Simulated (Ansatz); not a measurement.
# One shape, several levels: SiNH3ClO (SMILES [NH][SiH](O)Cl)

Wanted: a comparison of 3 runs (UHF/3-21G, UPBE0/def2-SVP, USVWN5/def2-SVP) of SiNH3ClO. 

The results are computed with Ansatz 0.2.0.

127 further runs of the same task are left out: 1 that didn't finish, 126 set aside as unsound or not needed. Runs told in other sessions of the task aren't counted.

**1. Starting point**

SiNH3ClO has 7 atoms, charge 0, and is taken as a doublet. As SMILES, `[NH][SiH](O)Cl`. The N1–H5 distance was set to 1.532 Å, away from the relaxed value. At this shape a bond of the SMILES string is far longer than usual.

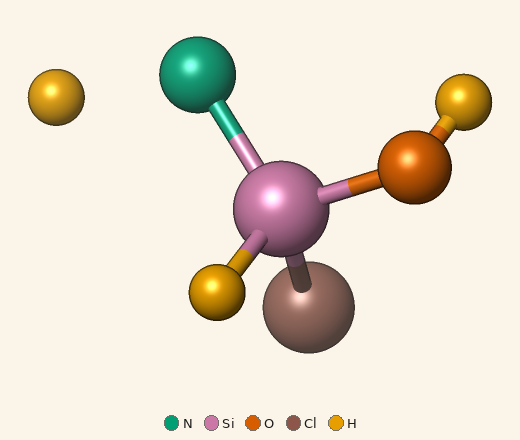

The structure, seen from a chosen angle (nitrogen teal, silicon pink, oxygen orange, chlorine brown, hydrogen amber).

**2. The energy at UHF/3-21G (run 1)**

Contents of job.yaml:

```yaml
crystal:
  periodic: [false, false, false]
  atoms:
    - symbol: N
      position_ang: [0.110918, 0.828588, -0.940503]
    - symbol: Si
      position_ang: [0.346918, -0.397212, 0.268997]
    - symbol: O
      position_ang: [1.886418, -0.913212, 0.243397]
    - symbol: Cl
      position_ang: [-0.969182, -1.876812, -0.282403]
    - symbol: H
      position_ang: [-1.151500, 1.677300, -0.756300]
    - symbol: H
      position_ang: [0.072218, -0.002712, 1.663297]
    - symbol: H
      position_ang: [2.290418, -1.081312, -0.610603]
basis:
  gaussian: {orbitals: 3-21G.json}
hamiltonian: {xc: hf}
output: {orbitals: {seedname: orbitals}}
magnetization: {spin_polarized: true, initial_magnetization: 1}
accuracy: high
```

The basis set 3-21G is read from a file made from the Basis Set Exchange's data (not shown).

On the command line:

```sh
$ ansatz run job.yaml --threads 1 --pin off --max-ram 3480MiB --events-out events.jsonl --progress --plain --runs-dir runs
```

What it wrote:

```text
Warning: RAYON_NUM_THREADS=1 ignored (pool sized by the plan → 1); use --threads N
Functional definition: HF
  name "HF"
  exchange = exact_x
  correlation = 0
1139 factors; integrals over basis functions are off by at most 3.6e-9 eV
mean field evaluation 1: about -23807.0599 eV, gradient 2.3e1 eV
mean field evaluation 2: about -23807.3184 eV, gradient 2.3e1 eV
mean field evaluation 4: about -23809.8951 eV, gradient 2.1e0 eV
mean field evaluation 8: about -23809.9825 eV, gradient 8.4e-1 eV
mean field evaluation 16: about -23810.1743 eV, gradient 1.9e-1 eV
mean field evaluation 32: about -23809.7104 eV, gradient 1.4e0 eV
mean field evaluation 64: about -23808.8319 eV, gradient 4.9e-1 eV
mean field -23810.17564539 eV, -875.0078158514 hartree, gradient 3.6e-8 eV, S^2 1.059919; 0 other end points of the search recorded, 0 dependent functions left out
reference -23810.17564539 eV, -875.0078158514 hartree; 25, 24 occupied and 25, 26 virtual orbitals, 1139 factors
Total energy: -23810.17564539 eV, -875.0078158514 hartree
```

It took 1.7 s on 1 thread of Arm Neoverse V1, shared host; peak memory 0.14 GiB.

**3. A single-point energy at UPBE0/def2-SVP (run 2)**

Contents of in.yaml:

```yaml
crystal:
  periodic: [false, false, false]
  atoms:
    - {symbol: N, position_ang: [0.110918, 0.828588, -0.940503]}
    - {symbol: Si, position_ang: [0.346918, -0.397212, 0.268997]}
    - {symbol: O, position_ang: [1.886418, -0.913212, 0.243397]}
    - {symbol: Cl, position_ang: [-0.969182, -1.876812, -0.282403]}
    - {symbol: H, position_ang: [-1.151500, 1.677300, -0.756300]}
    - {symbol: H, position_ang: [0.072218, -0.002712, 1.663297]}
    - {symbol: H, position_ang: [2.290418, -1.081312, -0.610603]}
basis:
  gaussian:
    orbitals: def2-SVP
output: {orbitals: {seedname: orbitals}}
accuracy: high
hamiltonian:
  xc: {name: PBE0}
magnetization:
  spin_polarized: true
  initial_magnetization: 1
```

On the command line:

```sh
$ ansatz run in.yaml --threads 1 --pin off --max-ram 3480MiB --events-out events.jsonl --progress --plain --runs-dir runs
```

What it wrote:

```text
Warning: RAYON_NUM_THREADS=1 ignored (pool sized by the plan → 1); use --threads N
Functional definition: PBE0
  name "PBE0"
  parameter a = 0.25
  parameter kappa = 0.804
  parameter beta = 0.06672455060314922
  exchange = (1 - a)*pbe_x(kappa = kappa, mu = beta*pi^2/3) + a*exact_x
  correlation = pbe_c(beta = beta)
1660 factors; integrals over basis functions are off by at most 6.3e-9 eV
mean field evaluation 1: about -23957.0384 eV, gradient 4.1e1 eV
mean field evaluation 2: about -23942.7272 eV, gradient 6.8e1 eV
mean field evaluation 4: about -23964.3734 eV, gradient 1.6e0 eV
mean field evaluation 8: about -23964.5508 eV, gradient 5.0e-1 eV
mean field evaluation 16: about -23964.5563 eV, gradient 7.7e-3 eV
mean field evaluation 32: about -23964.5563 eV, gradient 1.6e-6 eV
mean field -23964.55626637 eV, -880.6811990295 hartree, gradient 7.2e-8 eV, S^2 0.765040; 2 other end points of the search recorded, 0 dependent functions left out
reference -23964.55626861 eV, -880.6811991119 hartree; 25, 24 occupied and 54, 55 virtual orbitals, 1660 factors
Total energy: -23964.55626861 eV, -880.6811991119 hartree
```

Run time: 18 s. Hardware: 1 thread of Arm Neoverse V1, shared host; peak memory 0.36 GiB.

**4. A single-point energy at USVWN5/def2-SVP (run 3)**

Contents of run.yaml:

```yaml
crystal:
  periodic: [false, false, false]
  atoms:
    - symbol: N
      position_ang: [0.110918, 0.828588, -0.940503]
    - symbol: Si
      position_ang: [0.346918, -0.397212, 0.268997]
    - symbol: O
      position_ang: [1.886418, -0.913212, 0.243397]
    - symbol: Cl
      position_ang: [-0.969182, -1.876812, -0.282403]
    - symbol: H
      position_ang: [-1.151500, 1.677300, -0.756300]
    - symbol: H
      position_ang: [0.072218, -0.002712, 1.663297]
    - symbol: H
      position_ang: [2.290418, -1.081312, -0.610603]
basis:
  gaussian: {orbitals: def2-SVP}
total_charge: 0
magnetization: {spin_polarized: true, initial_magnetization: 1}
hamiltonian: {xc: {name: SVWN5}}
accuracy: high
output: {orbitals: {seedname: orbitals}}
```

On the command line:

```sh
$ ansatz run run.yaml --threads 1 --pin off --max-ram 3480MiB --events-out events.jsonl --progress --plain --runs-dir runs
```

What it wrote:

```text
Warning: RAYON_NUM_THREADS=1 ignored (pool sized by the plan → 1); use --threads N
Functional definition: SVWN5
  name "SVWN5"
  exchange = slater_x
  correlation = vwn5_c
1660 factors; integrals over basis functions are off by at most 6.3e-9 eV
mean field evaluation 1: about -23859.5839 eV, gradient 6.1e1 eV
mean field evaluation 2: about -23735.3066 eV, gradient 1.3e2 eV
mean field evaluation 4: about -23871.5737 eV, gradient 3.3e1 eV
mean field evaluation 8: about -23876.9744 eV, gradient 7.5e-1 eV
mean field evaluation 16: about -23876.9723 eV, gradient 5.9e-4 eV
mean field -23876.97226606 eV, -877.4625463844 hartree, gradient 6.7e-8 eV, S^2 0.758156; 1 other end points of the search recorded, 0 dependent functions left out
reference -23876.97226895 eV, -877.4625464910 hartree; 25, 24 occupied and 54, 55 virtual orbitals, 1660 factors
Total energy: -23876.97226895 eV, -877.4625464910 hartree
```

It took 5.1 s on 1 thread of Arm Neoverse V1, shared host; peak memory 0.21 GiB.

**5. The series**

```csv
run,level,energy (Eh),HOMO energy (eV),LUMO energy (eV),⟨S²⟩,wall time
1,UHF/3-21G,-875.007816,-11.31,1.81,1.060,1.7 s
2,UPBE0/def2-SVP,-880.681199,-7.98,-3.36,0.765,18 s
3,USVWN5/def2-SVP,-877.462546,-6.38,-5.30,0.758,5.1 s
```

**6. Summary of results**

| quantity | value |
| --- | --- |
| run 3: total energy | -877.46255 Eh |
| run 3: HOMO energy (highest over α and β) | -6.38 eV |
| run 3: LUMO energy (lowest over α and β) | -5.30 eV |
| run 3: ⟨S²⟩ | 0.758 |

What this shows: Totals of different functionals can't be ranked against each other. Spin contamination of the reference: run 1 ⟨S²⟩ = 1.06. All runs together took 25 s, the longest 18 s.
